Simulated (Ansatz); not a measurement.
Start from this file.

```
CELL_PARAMETERS angstrom
3.51848 0.00000 0.00000
0.00000 3.51848 0.00000
0.00000 0.00000 3.51848
ATOMIC_POSITIONS crystal
Ni 0.00000 0.00000 0.00000
Ni 0.00000 0.50000 0.50000
Ni 0.50000 0.00000 0.50000
Ni 0.50000 0.50000 0.00000
```

Q: What does this file describe?

A: The element is nickel. Space group: Fm-3m (No. 225). Lattice: face-centred cubic. It belongs to the family called face-centred cubic (Cu type). The cell holds four atoms. The neighbours of Ni are twelve Ni in a cuboctahedral arrangement at 2.49 Å. The bonds build a three-dimensional framework.

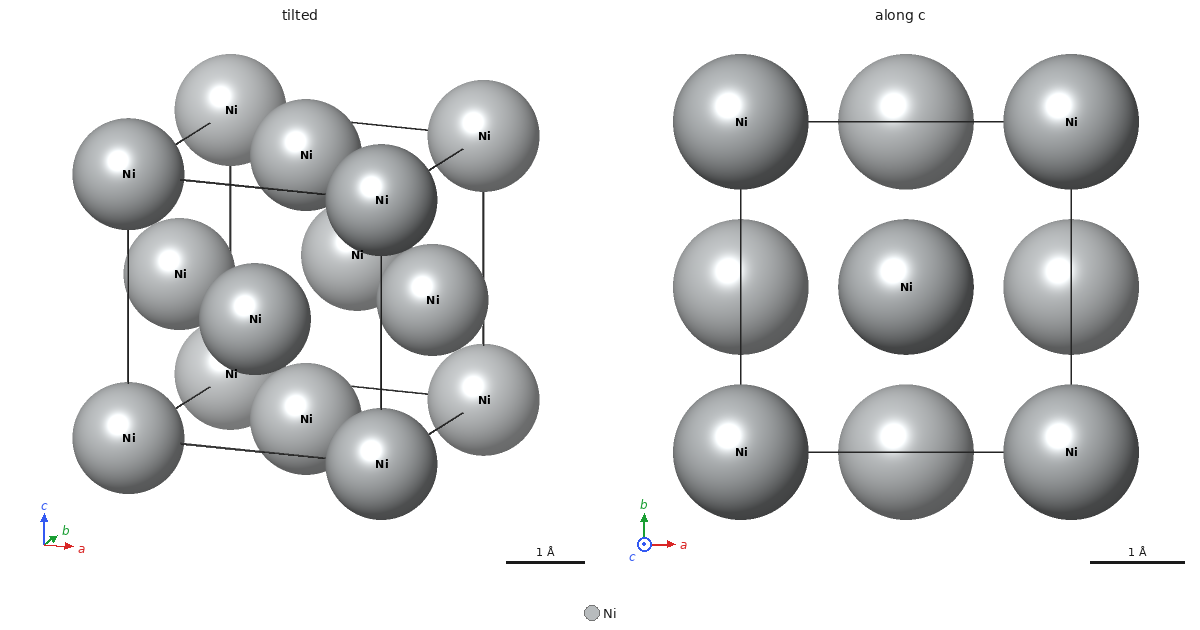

The crystal in a spheres-only representation, seen slightly off an axis and along the c axis. The conventional unit cell is drawn as a box.

Its origin is a structure listed in the Materials Project. Earlier steps of the study may have refined or changed the cell and positions. It went into a calculation with Ansatz.
